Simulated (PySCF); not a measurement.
**Run report: C₂H₅F₃NSi, EPR calculation**

C₂H₅F₃NSi, multiplicity 2, SMILES C[Si](N)C(F)(F)F, computed with UKS B3LYP, pcH-1 on C F H N Si, non-relativistic, mean-field spin-orbit, GIAO (PySCF 2.14.0).

It belongs to a series of runs on one base structure; here: H removed from Si.

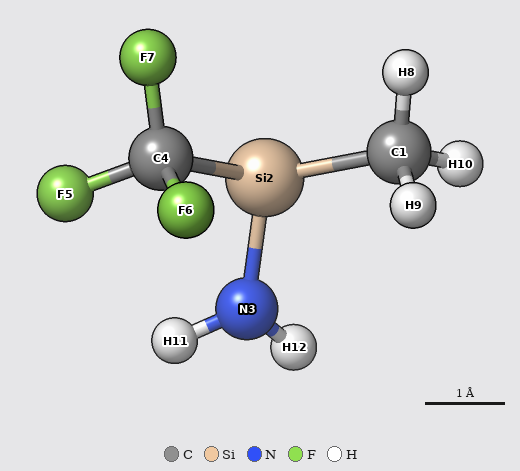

The structure as given in the input (ball-and-stick view, seen at a tilt; atoms are numbered from 1 in the order of the input). Bond lengths as drawn: C–F 1.35 Å, C–H 1.08 to 1.09 Å, C–Si 1.90 to 1.96 Å, H–N 1.01 Å and N–Si 1.72 Å.

The input:
```
{"job": {"kind": "epr", "basis": "pcH-1"}, "charge": 0, "multiplicity": 2}
C      0.367004     1.727164    -0.200567
Si     0.148283    -0.073853    -0.756321
N      1.402615    -1.075607    -0.131436
C     -1.387073    -0.819975     0.209957
F     -1.472798    -2.161530     0.074183
F     -1.333631    -0.586500     1.540748
F     -2.570664    -0.324511    -0.202683
H     -0.508621     2.323999    -0.437769
H      0.523269     1.765695     0.876249
H      1.223780     2.184918    -0.683617
H      1.240912    -2.055357     0.044343
H      2.368122    -0.905129    -0.359113
```

The first line tells a small driver script what to run in PySCF; the rest is the geometry in Å.

Machine: 1 CPU thread, shared host.

Run as:
```bash
OMP_NUM_THREADS=1 python <driver script> task.json out
```

What the program printed:
```
UKS, coarse grid
  cycle   1  E = -722.84992361  |g| = 7.27e-01
  cycle   2  E = -722.55807574  |g| = 1.18e+00
  cycle   3  E = -723.02969068  |g| = 7.29e-02
  cycle   4  E = -723.03114638  |g| = 5.31e-02
  cycle   5  E = -723.03239234  |g| = 1.11e-02
  cycle   6  E = -723.03244059  |g| = 3.62e-03
  cycle   7  E = -723.03244629  |g| = 1.20e-03
  cycle   8  E = -723.03244637  |g| = 3.85e-04
UKS, final grid
  cycle   1  E = -723.03246749  |g| = 4.00e-04
  cycle   2  E = -723.03246745  |g| = 5.37e-04
  cycle   3  E = -723.03246755  |g| = 6.60e-05
  cycle   4  E = -723.03246755  |g| = 1.63e-05
E = -723.03246755 Eh   <S^2> = 0.7520 (exact 0.7500)
g shifts (ppm)      1          2          3
  rmc          -174       -174       -174
  gc             95         22         96
  oz_so        -584        -14       1162
  total        -664       -166       1084
hyperfine (MHz)  atom isotope    a_iso     a_fc   dipolar eigenvalues
    0   13C      73.48      73.48     -8.02     -7.53     15.55
    1  29Si    -580.54    -581.42   -136.65     67.33     69.31
    2   14N       8.06       8.04     -9.56     -9.24     18.80
    3   13C      75.41      75.43     -5.65     -5.19     10.84
    4   19F      -8.19      -8.14     -5.72     -3.34      9.05
    5   19F      71.64      71.47    -38.40    -37.15     75.55
    6   19F      -7.25      -7.18     -5.86     -2.04      7.90
    7    1H      -5.62      -5.62     -5.50     -2.15      7.64
    8    1H      40.62      40.61     -5.10     -0.09      5.19
    9    1H      -3.52      -3.52     -5.49     -2.87      8.36
   10    1H     -13.05     -13.08    -11.44     -3.13     14.57
   11    1H     -11.74     -11.77    -11.47     -3.90     15.37
```

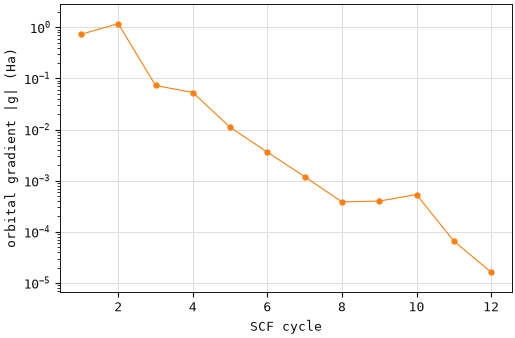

Convergence of the self-consistent field: orbital gradient |g| against the SCF cycle. All cycles printed in the log are drawn one after another.

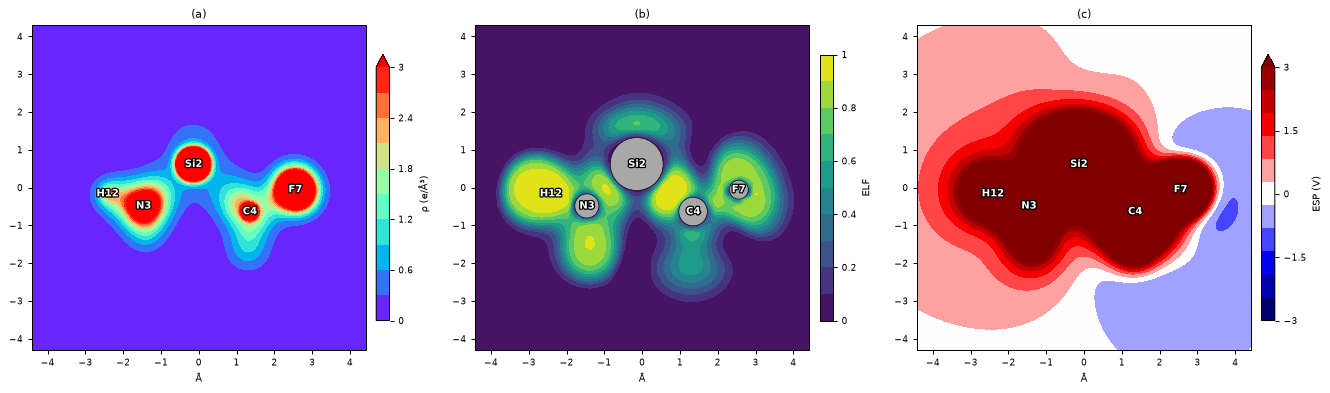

(a) total electron density; (b) electron localisation function; (c) electrostatic potential on the plane of atoms Si2, N3 and H12. Grey discs, where drawn, cover atomic cores. Atoms in the plane: Si, N, C, F and H. C–F (1.35 Å): ρ at the midpoint is about 2.3 e/Å³, with its minimum of 1.8 e/Å³ about 0.5 Å from C; the ELF peaks at about 0.85 between the atoms (a shared but strongly polarised pair). C–Si (1.96 Å): ρ is about 0.9 e/Å³ halfway; the ELF peaks at about 1 between the atoms (localised, shared-pair bonding).

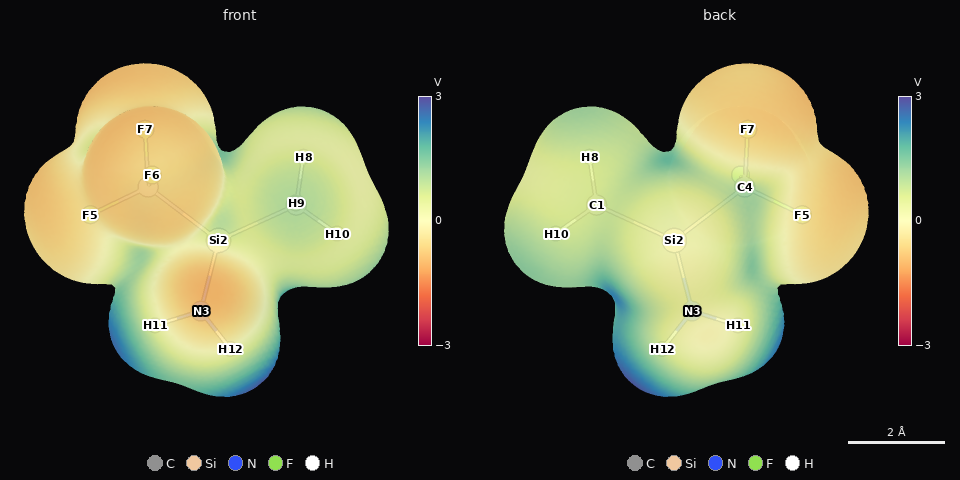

The electrostatic potential painted on the density surface at 0.004 e/bohr³, seen face on and from behind; red is negative and blue positive.

Key numbers:

| quantity | value |
| --- | --- |
| outcome | converged |
| total energy | −723.032468 hartree |
| ⟨S²⟩ | 0.752 |
| isotropic g | 2.0024 |
| wall time | 60 s |
| peak memory | 0.89 GiB |
